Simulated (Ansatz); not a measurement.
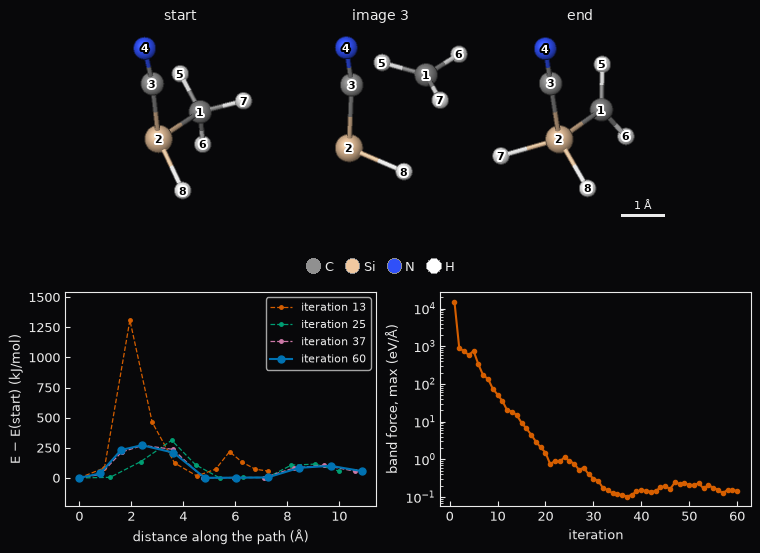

A search for the minimum-energy path of C2H4NSi (multiplicity 2) by the nudged elastic band. Images are numbered from 0 (start) to 10 (end). The plot follows the band through its iterations. The picture is a ball-and-stick view, seen from a free direction.

The calculation used UKS B3LYP-D4/def2-SVP in Ansatz 0.2.0. Run with 9 movable images; climbing image; force threshold 0.05 eV/Å; iteration limit 60; starting path through a guess of the saddle point.

> Did the band converge, and can the barrier be trusted?

The result isn't final. The band hadn't converged when the run stopped after 60 iterations. The largest component of the band force went from 15000 to 0.15 eV/Å. The barrier read from it is provisional, though the highest image hardly moved in the last two iterations. The first iteration put the highest image at 97327.7 kJ/mol. The energy climbs by 271.5 kJ/mol to image 3 and then falls by 215.0 kJ/mol, so the end point sits at +56.4 kJ/mol.

The run took 17 min on 2 threads of Arm Neoverse V2, on a shared host, peak memory 0.2 GiB.
